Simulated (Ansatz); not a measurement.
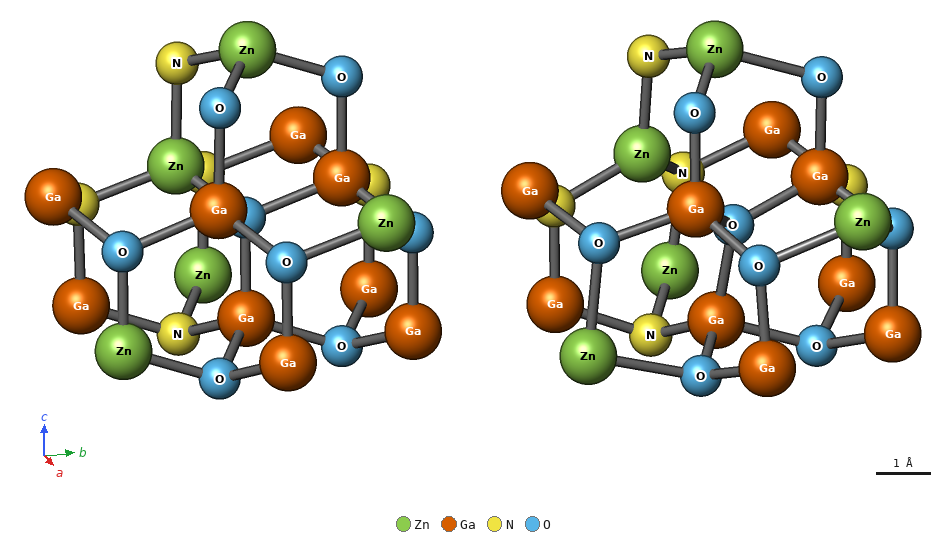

Two geometries of solid Zn18Ga30N30O18 (a generated structure, set up in P1), drawn at one scale. One is the start of a relaxation, the other its converged end. The picture is a ball-and-stick view of the atoms within 4.2 Å of the atom that moves most (axes of the cell of the calculation (origin shifted)), seen slightly off an axis.

Method: DFT, PBEsol, PAW, plane waves in Ansatz. (plane-wave cutoff 420 eV; k-point mesh 1 × 1 × 1; mesh shifted by (0.25, 0.25, 0.25); no spin polarisation; cell relaxed at fixed alpha, beta, gamma; force threshold 0.03 eV/Å; at most 80 steps)

Which of the two is the end point?

Answer. The right one is the relaxed one. The atom that moves furthest relative to the cell is an O atom (0.35 Å roughly along [3 2 −1]). By element the largest moves are O 0.35 Å, Zn 0.29 Å, Ga 0.25 Å, N 0.19 Å. Cell: a 9.602 → 9.658 Å (+0.6 %), b 11.087 → 11.162 Å (+0.7 %), c 10.393 → 10.455 Å (+0.6 %). Volume +1.9 %. Some distances before and after: O–Zn 1.926 → 2.576 Å, O–Zn 1.965 → 2.435 Å, O–Zn 1.947 → 2.227 Å, O–Zn 1.919 → 2.173 Å. Bonds break, among them: O–Zn (1.93 → 2.58 Å). Among the angles between lasting bonds that change: N–Ga–O 109.3° → 121.5°, O–Ga–O 110.9° → 99.0°, N–Zn–N 107.7° → 118.2°. The space group stays P1 (No. 1). After 8 geometry steps the energy has fallen by 114 meV per atom. The largest force component goes from 3.6 to 0.0051 eV/Å. Pressure: 2.15 GPa at the start and 0.02 GPa at the end.
